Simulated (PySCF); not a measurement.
```xyz
13

C     2.0612    0.3187    0.5453
B     0.5919    0.5615    0.0648
C    -0.4804   -0.5934    0.1871
C    -1.9211   -0.1454    0.0542
F    -2.2779    0.6603    1.0881
F    -2.7760   -1.2051    0.1078
H     2.2599    0.9545    1.4089
H     2.7871    0.6243   -0.2062
H     2.2829   -0.7042    0.8375
H     0.2876    1.5951   -0.3950
H    -0.3871   -1.1355    1.1314
H    -0.2961   -1.3300   -0.6000
H    -2.1363    0.3997   -0.8773
```

Geometry: GFN2-xTB.

These are results of B3LYP/def2-SVPD, SCF density, gas phase (PySCF 2.14.0), not measurements.

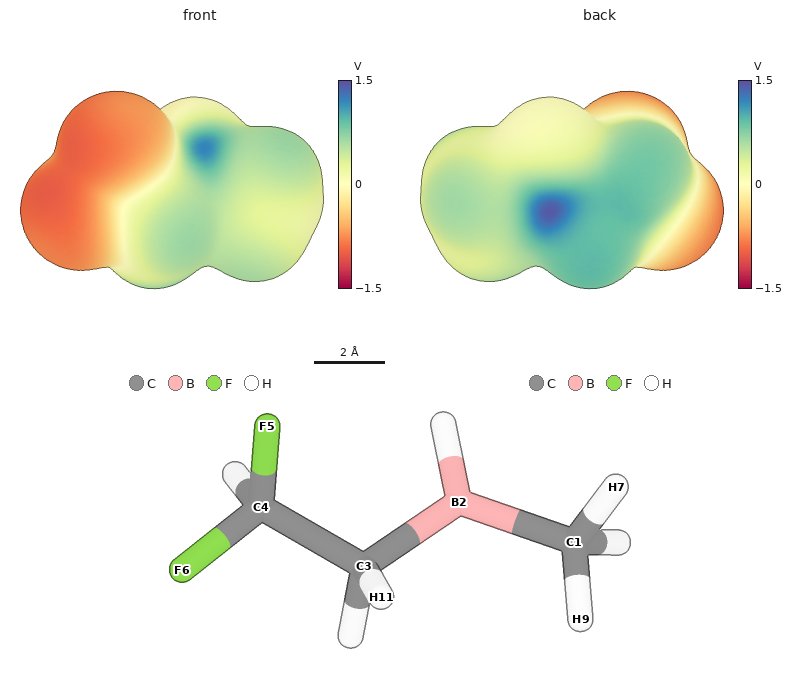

C3H7BF2 (SMILES CBCC(F)F). The electrostatic potential painted on the density surface at 0.001 e/bohr³, seen from the front and from behind; red is negative and blue positive. The bare structure is drawn below in the same view.

**Describe the electrostatic potential map.**

The most negative region (about −1.0 V) lies over F5 and F6, the most positive (about +1.3 V) over B2.

**What dipole moment does the calculation give?**

Its dipole moment is 2.67 D.
